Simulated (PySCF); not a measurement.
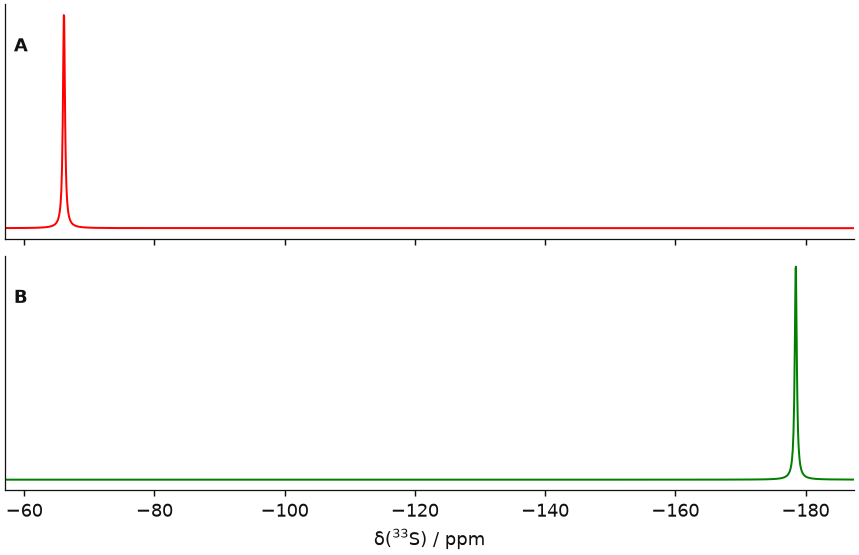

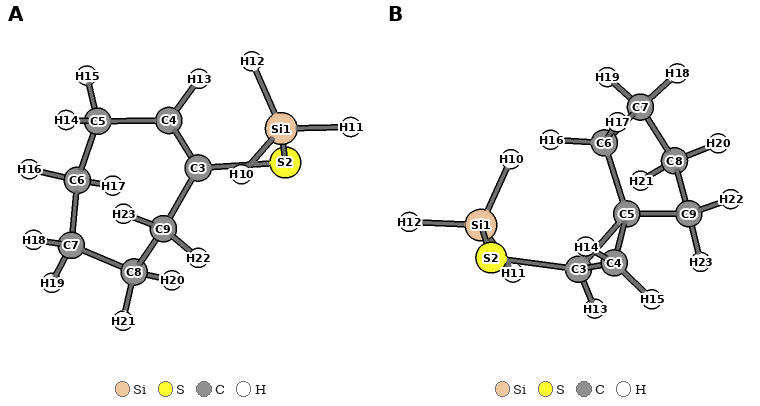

Related molecules: A is C₇H₁₄SSi, SMILES [SiH3]SC1=CCCCCC1; B is C₇H₁₄SSi, SMILES [SiH3]S[C@@H]1CC12CCCC2. GIAO ³³S shifts against CS₂, PBE0/pcSseg-1 in PySCF 2.14.0, at a PBE0-D3(BJ)/def2-SVP geometry (no frequency check); fully decoupled, line heights follow the number of nuclei within a panel, widths are arbitrary (no quadrupolar broadening); values of one conformer, averaged over nuclei that symmetry, rotation about single bonds or ring flips exchange, these motions taken as fast; other conformers aren't averaged in.

How does the ³³S shift respond?

Answer. From A (−66.1 ppm) to B (−178.5 ppm) the nucleus is shielded by 112.4 ppm.
